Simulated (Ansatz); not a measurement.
Three curves of one kind of scan: energy against volume (even scaling of the relaxed cell, symmetry kept). Level of theory: PBE (plane waves to 420 eV, PAW, scalar-relativistic; Ansatz, an electronic-structure program). Each is measured from its own zero (the relaxed starting cell). 

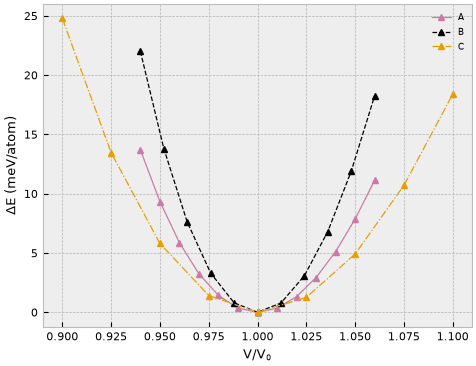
*Curves A, B and C.*

Problem. Match the curves to these crystals:
- LaB6 (CaB6 type, space group Pm-3m), a = 4.155 Å, b = 4.155 Å, c = 4.155 Å, α = 90.00°, β = 90.00°, γ = 90.00°
- Mg2Ge (anti-fluorite), a = b = c = 6.4212 Å, α = β = γ = 90.00°
- Yb (fcc, Cu type), a = b = c = 5.224 Å, α = β = γ = 90.00°

Solution. A is Mg2Ge; B is LaB6; C is Yb.

All were relaxed with their symmetry unable to fall. LaB6 is run without spin polarisation. The relaxed volume of Yb is well below the measured one. Yb is run without spin polarisation. The f-shell state is unchecked: a lower one may exist. (This holds for the magnetic or f-shell members.)

(Under strain, the slope of the energy per volume gives the stress and its curvature an elastic modulus.)
